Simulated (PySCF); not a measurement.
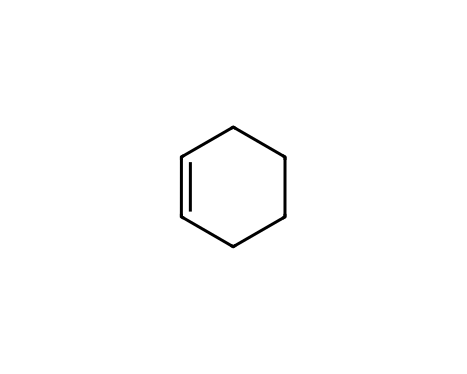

2D structure.

> Write the SMILES.

C1=CCCCC1

> What is the molecular formula?

C6H10.

> An optimisation with PBE0-D3(BJ)/def2-SVP gave a structure of which point group?

C2.

The parts below concern this one geometry. Atoms keep their numbers from picture to picture. The geometry was computed by an optimisation with PBE0-D3(BJ)/def2-SVP. No frequency run is at hand to confirm it as a minimum.

Shape

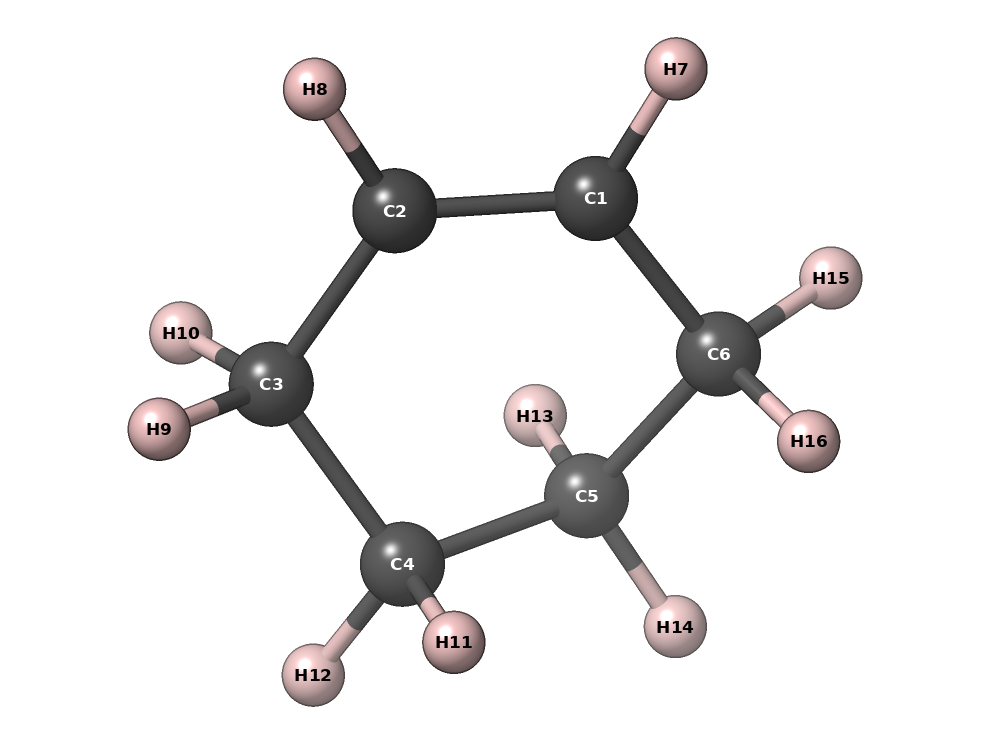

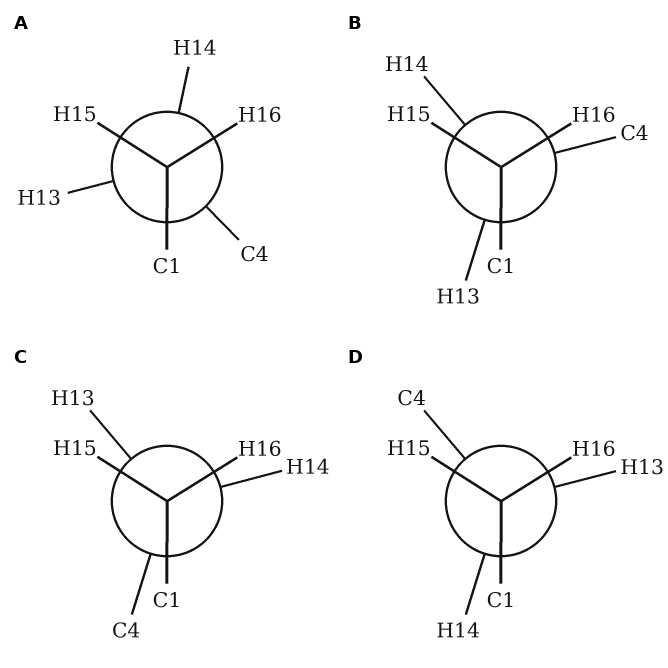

Depth is shown by fading: the farther an atom, the more it takes the colour of the background. Bonds that would overlap in a projection are set slightly apart. No frequency run is at hand to confirm it as a minimum.

> Which Newman projection shows the view along C6–C5, with C6 in front?

A. The torsion angle C1–C6–C5–C4 is −45°, synclinal (gauche).

NMR shielding

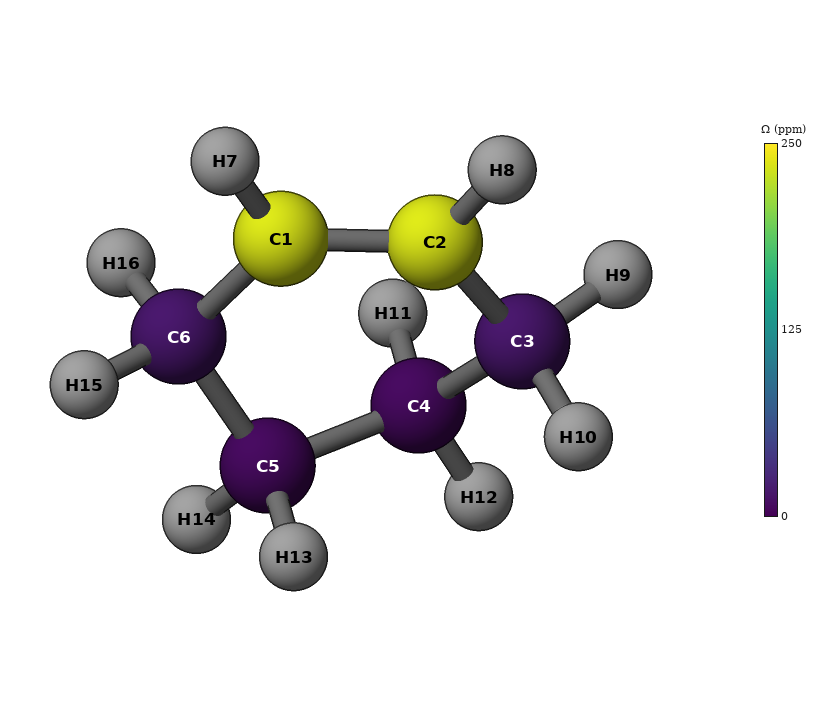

The C atoms are coloured by the span of their shielding tensor. No frequency run is at hand to confirm it as a minimum. Level of theory: GIAO BHandHLYP/pcSseg-1 NMR shielding, non-relativistic, gas phase (PySCF 2.14.0). Principal shieldings σ11 ≤ σ22 ≤ σ33, span Ω = σ33 − σ11, skew κ = 3(σiso − σ22)/Ω.

> Which C atom has the most anisotropic shielding?

C1, C2, with a span of 235 ppm.

Give the shielding tensors of the C atoms.

```json
{"atom": "C1, C2", "σ11": "−77.5", "σ22": "58.5", "σ33": "157.5", "σiso": "46.2", "Ω": "235.0", "κ": "−0.16"}
{"atom": "C3, C6", "σ11": "146.6", "σ22": "161.2", "σ33": "162.8", "σiso": "156.9", "Ω": "16.2", "κ": "−0.80"}
{"atom": "C4, C5", "σ11": "154.6", "σ22": "161.8", "σ33": "162.4", "σiso": "159.6", "Ω": "7.8", "κ": "−0.84"}
```

Shieldings and span in ppm.

Electronic properties

No frequency run is at hand to confirm it as a minimum. Properties computed with ωB97X-D/pcSseg-1, gas phase (PySCF 2.14.0).

> Estimate the HOMO energy (Kohn–Sham orbital).

−8.71 eV.

> What is the HOMO–LUMO gap?

11.19 eV.

> Give the dipole moment at this level.

0.33 D.

Ring current

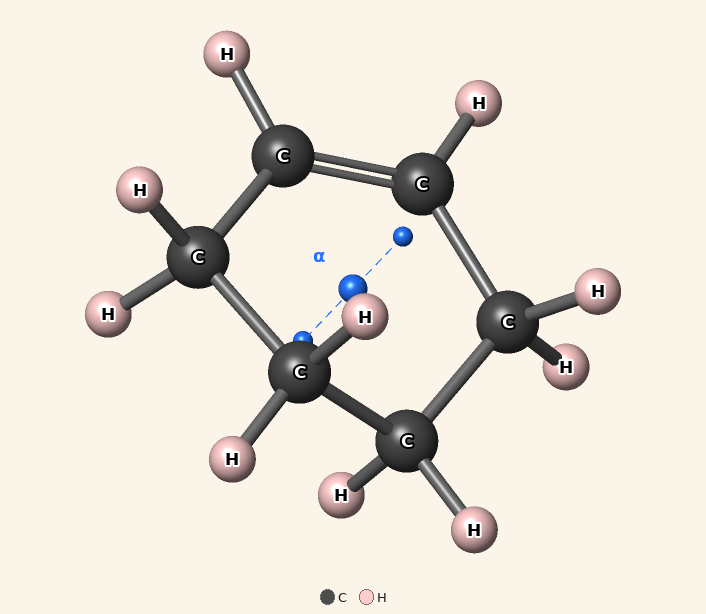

The small points mark where nucleus-independent chemical shifts (NICS) were computed: at the centre of each lettered ring and 1 Å above and below it. No frequency run is at hand to confirm it as a minimum. Method: GIAO BHandHLYP/pcSseg-1 NMR shielding, non-relativistic, gas phase (PySCF 2.14.0).

Give NICS(0), NICS(1) and the out-of-plane component NICS(1)zz for each ring (means of the two sides).

```tsv
ring	members	NICS(0)	NICS(1)	NICS(1)zz
α	C6	−0.3	−1.8	2.3
```

Values in ppm.

> What do the values say about the ring currents?

Ring α: weak, as in a non-aromatic ring. NICS is one index among several.
